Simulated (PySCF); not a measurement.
**GaF: density, localisation and related maps**

```xyz
2

Ga    0.0000    0.0000   -0.3926
F     0.0000    0.0000    1.4244
```

The calculation used PySCF, PBE0/pcseg-1, non-relativistic, at a bond length of 1.817 Å.

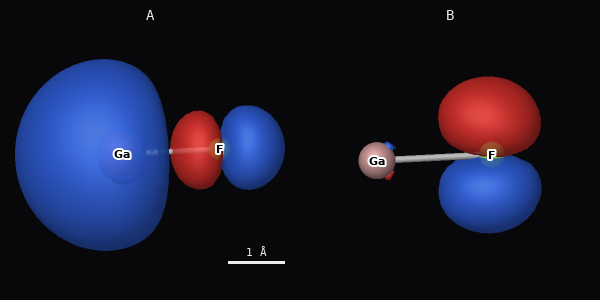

Figure 1. Two frontier orbitals, each drawn at the value that holds 80 % of its norm (blue and red are the two phases), in no order; of a degenerate pair one member is drawn.

Label each orbital by symmetry, say whether it is occupied, and order them by energy.

Orbital B: π, occupied, −10.30 eV; mainly on F (90 %).
Orbital A: σ, occupied, −7.88 eV; mainly on Ga (80 %).

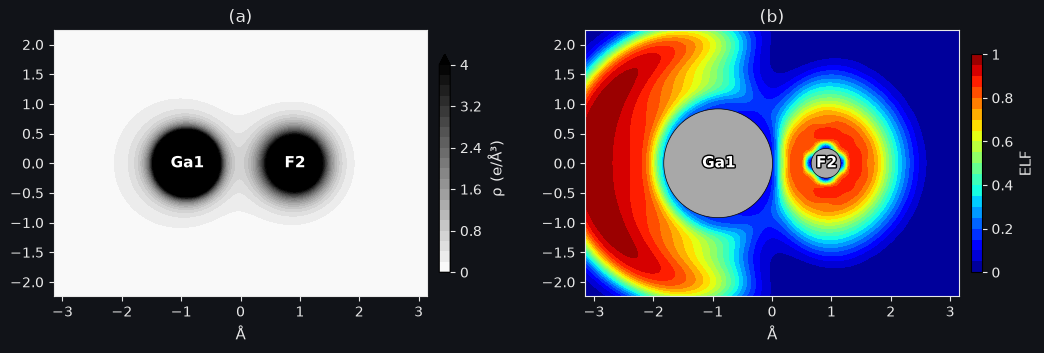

Figure 2. (a) total electron density; (b) electron localisation function on a plane that holds the molecular axis. Grey discs cover the atomic cores in the ELF map.

What does the map show?

- The plane passes through Ga and F nuclei.
- Ga–F (1.82 Å): the density is about 0.72 e/Å³ at the midpoint; the ELF peaks at about 0.85 in the valence shell of F, 0.5 Å from its nucleus, and is about 0.15 at the midpoint.
- The ELF also peaks beside F2, away from the bonds: lone-pair regions.

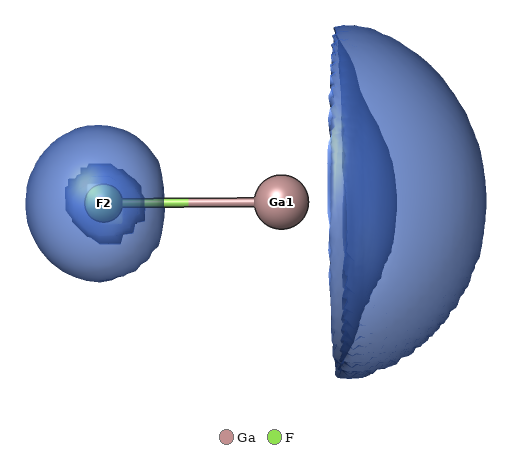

Figure 3. Isosurface of the ELF at 0.75 (blue), seen from one side. Core shells and regions of very low density are left out.

Where are the electrons localised?

The ELF exceeds this value in one lobe on Ga, pointing away from the bonds (lone pairs) and one region wrapped around F (its valence shell).
